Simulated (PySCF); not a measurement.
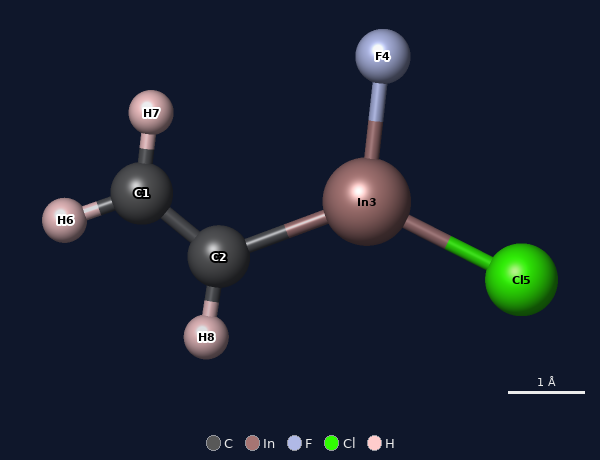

Figure 1. The structure (ball-and-stick view, seen on its broad side; atoms are numbered from 1 in the order of the input). Sticks mark near contacts. Bond lengths as drawn: Cl–In 2.31 Å, C–C 1.33 Å, C–H 1.09 Å, C–In 2.10 Å and F–In 1.95 Å.

# Run report: C2H3ClFIn, property calculation

The run: property calculation of C2H3ClFIn. Method and program: HF/ccECP-cc-pVTZ, RHF, core potentials ccecp (PySCF 2.14.0).

The geometry comes from this level: PBE0-D4/def2-TZVP.

Input file (input.py)
```python
from pyscf import gto, scf

mol = gto.Mole()
mol.atom = '''
C       -0.964300      -0.232400       1.181000
C        0.226600       0.193900       0.775300
In       0.732400       0.128000      -1.265100
F       -0.615400      -0.577500      -2.483800
Cl       2.630200       0.739700      -2.427700
H       -1.244700      -0.206200       2.232000
H       -1.711700      -0.624200       0.497900
H        0.946900       0.578800       1.490300
'''
mol.ecp = {'C': 'ccecp', 'In': 'ccecp', 'F': 'ccecp', 'Cl': 'ccecp', 'H': 'ccecp'}
mol.basis = 'ccecp-cc-pvtz'
mol.verbose = 3
mol.max_memory = 1860
mol.charge = 0
mol.build()

mf = scf.RHF(mol)
mf.conv_tol = 1e-10
mf.kernel()
if not mf.converged:
    mf = mf.newton().run(mf.mo_coeff, mf.mo_occ)

etot = mf.e_tot
print('Final energy', etot)
dip = mf.dip_moment()
pop, q = mf.mulliken_pop()
quad = mf.quad_moment()
```

Command:
```bash
OMP_NUM_THREADS=1 python input.py
```

Log
```
converged SCF energy = -53.4223643056846
Final energy -53.422364305684575
Dipole moment(X, Y, Z, Debye): -0.30393,  0.46847,  4.45290
 ** Mulliken pop  **
pop of  0 C 2s            1.56364
pop of  0 C 3s           -0.02532
pop of  0 C 4s           -0.17168
pop of  0 C 2px           1.20836
pop of  0 C 2py           0.92294
pop of  0 C 2pz           1.24705
pop of  0 C 3px          -0.11722
pop of  0 C 3py          -0.02383
pop of  0 C 3pz          -0.07729
pop of  0 C 4px          -0.17509
pop of  0 C 4py          -0.01358
pop of  0 C 4pz          -0.14223
pop of  0 C 3dxy          0.00348
pop of  0 C 3dyz          0.00129
pop of  0 C 3dz^2         0.00455
pop of  0 C 3dxz          0.00610
pop of  0 C 3dx2-y2       0.00330
pop of  0 C 4dxy          0.01294
pop of  0 C 4dyz          0.00545
pop of  0 C 4dz^2         0.01112
pop of  0 C 4dxz          0.02188
pop of  0 C 4dx2-y2       0.00951
pop of  0 C 4f-3          0.00081
pop of  0 C 4f-2          0.00089
pop of  0 C 4f-1          0.00012
pop of  0 C 4f+0          0.00094
pop of  0 C 4f+1          0.00117
pop of  0 C 4f+2          0.00072
pop of  0 C 4f+3          0.00133
pop of  1 C 2s            1.54967
pop of  1 C 3s           -0.02906
pop of  1 C 4s           -0.29132
pop of  1 C 2px           1.21068
pop of  1 C 2py           1.00951
pop of  1 C 2pz           1.15653
pop of  1 C 3px          -0.10595
pop of  1 C 3py          -0.02097
pop of  1 C 3pz           0.03781
pop of  1 C 4px          -0.17267
pop of  1 C 4py           0.00343
pop of  1 C 4pz          -0.19036
pop of  1 C 3dxy          0.00332
pop of  1 C 3dyz          0.00119
pop of  1 C 3dz^2         0.00207
pop of  1 C 3dxz          0.00509
pop of  1 C 3dx2-y2       0.00329
pop of  1 C 4dxy          0.01215
pop of  1 C 4dyz          0.00161
pop of  1 C 4dz^2         0.00713
pop of  1 C 4dxz          0.01239
pop of  1 C 4dx2-y2       0.00959
pop of  1 C 4f-3          0.00092
pop of  1 C 4f-2          0.00099
pop of  1 C 4f-1          0.00015
pop of  1 C 4f+0          0.00049
pop of  1 C 4f+1          0.00086
pop of  1 C 4f+2          0.00078
pop of  1 C 4f+3          0.00128
pop of  2 In 5s           1.13351
pop of  2 In 6s           0.03124
pop of  2 In 7s          -0.35833
pop of  2 In 5px          0.46419
pop of  2 In 5py          0.24885
pop of  2 In 5pz          0.80504
pop of  2 In 6px         -0.16428
pop of  2 In 6py         -0.10415
pop of  2 In 6pz         -0.18178
pop of  2 In 7px         -0.01698
pop of  2 In 7py         -0.00997
pop of  2 In 7pz         -0.05713
pop of  2 In 5dxy        -0.00850
pop of  2 In 5dyz        -0.01047
pop of  2 In 5dz^2       -0.02034
pop of  2 In 5dxz        -0.02753
pop of  2 In 5dx2-y2     -0.00910
pop of  2 In 6dxy         0.04015
pop of  2 In 6dyz         0.03586
pop of  2 In 6dz^2        0.06859
pop of  2 In 6dxz         0.04405
pop of  2 In 6dx2-y2      0.03758
pop of  2 In 4f-3         0.00628
pop of  2 In 4f-2         0.01204
pop of  2 In 4f-1         0.00751
pop of  2 In 4f+0         0.00879
pop of  2 In 4f+1         0.02307
pop of  2 In 4f+2         0.01322
pop of  2 In 4f+3         0.00806
pop of  3 F 2s            1.92449
pop of  3 F 3s           -0.00902
pop of  3 F 4s            0.03347
pop of  3 F 2px           1.78771
pop of  3 F 2py           1.83263
pop of  3 F 2pz           1.80778
pop of  3 F 3px           0.01989
pop of  3 F 3py           0.01172
pop of  3 F 3pz           0.01906
pop of  3 F 4px           0.05931
pop of  3 F 4py           0.07365
pop of  3 F 4pz           0.05538
pop of  3 F 3dxy          0.00002
pop of  3 F 3dyz          0.00001
pop of  3 F 3dz^2         0.00002
pop of  3 F 3dxz          0.00003
pop of  3 F 3dx2-y2       0.00001
pop of  3 F 4dxy          0.00064
pop of  3 F 4dyz          0.00057
pop of  3 F 4dz^2         0.00057
pop of  3 F 4dxz          0.00117
pop of  3 F 4dx2-y2       0.00056
pop of  3 F 4f-3          0.00001
pop of  3 F 4f-2          0.00001
pop of  3 F 4f-1          0.00000
pop of  3 F 4f+0          0.00001
pop of  3 F 4f+1          0.00001
pop of  3 F 4f+2          0.00001
pop of  3 F 4f+3          0.00000
pop of  4 Cl 3s           1.92336
pop of  4 Cl 4s          -0.00976
pop of  4 Cl 5s           0.01979
pop of  4 Cl 3px          1.74575
pop of  4 Cl 3py          1.85749
pop of  4 Cl 3pz          1.84077
pop of  4 Cl 4px         -0.01633
pop of  4 Cl 4py         -0.00707
pop of  4 Cl 4pz         -0.01030
pop of  4 Cl 5px         -0.01451
pop of  4 Cl 5py          0.04659
pop of  4 Cl 5pz          0.01564
pop of  4 Cl 3dxy         0.00043
pop of  4 Cl 3dyz         0.00020
pop of  4 Cl 3dz^2        0.00022
pop of  4 Cl 3dxz         0.00108
pop of  4 Cl 3dx2-y2      0.00062
pop of  4 Cl 4dxy         0.00289
pop of  4 Cl 4dyz         0.00151
pop of  4 Cl 4dz^2        0.00152
pop of  4 Cl 4dxz         0.00641
pop of  4 Cl 4dx2-y2      0.00381
pop of  4 Cl 4f-3         0.00012
pop of  4 Cl 4f-2         0.00016
pop of  4 Cl 4f-1         0.00001
pop of  4 Cl 4f+0         0.00012
pop of  4 Cl 4f+1         0.00012
pop of  4 Cl 4f+2         0.00022
pop of  4 Cl 4f+3         0.00011
pop of  5 H 1s            1.37877
pop of  5 H 2s           -0.27243
pop of  5 H 3s           -0.30515
pop of  5 H 2px           0.00400
pop of  5 H 2py           0.00671
pop of  5 H 2pz          -0.00352
pop of  5 H 3px           0.00121
pop of  5 H 3py           0.00087
pop of  5 H 3pz           0.00655
pop of  5 H 3dxy          0.00007
pop of  5 H 3dyz          0.00045
pop of  5 H 3dz^2         0.00063
pop of  5 H 3dxz          0.00050
pop of  5 H 3dx2-y2       0.00006
pop of  6 H 1s            1.37431
pop of  6 H 2s           -0.27843
pop of  6 H 3s           -0.30301
pop of  6 H 2px           0.00080
pop of  6 H 2py           0.00593
pop of  6 H 2pz           0.00326
pop of  6 H 3px           0.00372
pop of  6 H 3py           0.00168
pop of  6 H 3pz           0.00333
pop of  6 H 3dxy          0.00031
pop of  6 H 3dyz          0.00021
pop of  6 H 3dz^2         0.00050
pop of  6 H 3dxz          0.00044
pop of  6 H 3dx2-y2       0.00033
pop of  7 H 1s            1.37228
pop of  7 H 2s           -0.28804
pop of  7 H 3s           -0.30170
pop of  7 H 2px          -0.00145
pop of  7 H 2py           0.00736
pop of  7 H 2pz           0.01678
pop of  7 H 3px           0.00335
pop of  7 H 3py           0.00174
pop of  7 H 3pz           0.00368
pop of  7 H 3dxy          0.00023
pop of  7 H 3dyz          0.00027
pop of  7 H 3dz^2         0.00055
pop of  7 H 3dxz          0.00043
pop of  7 H 3dx2-y2       0.00028
 ** Mulliken atomic charges  **
charge of    0C =     -0.28137
charge of    1C =     -0.22060
charge of    2In =      0.98052
charge of    3F =     -0.61974
charge of    4Cl =     -0.41096
charge of    5H =      0.18128
charge of    6H =      0.18662
charge of    7H =      0.18426
Traceless quadrupole moment (Debye*A):
```

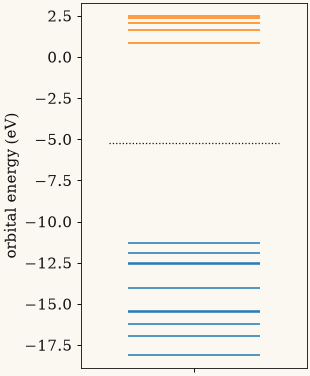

Figure 2. Orbital energies near the frontier; the dotted line parts filled from empty levels, and levels within 0.02 eV of each other stand side by side. Highest filled −11.32 eV, lowest empty 0.87 eV, 12.19 eV apart.

Results in brief

```tsv
quantity	value
outcome	converged
total energy	−53.422364 hartree
basis functions	187
HOMO	−11.32 eV
LUMO	0.87 eV
dipole moment	4.49 D
hardware	1 thread of Intel Xeon (Sapphire Rapids), 16 GiB of memory available, shared host
wall time	25 s
peak memory	1.3 GiB
```
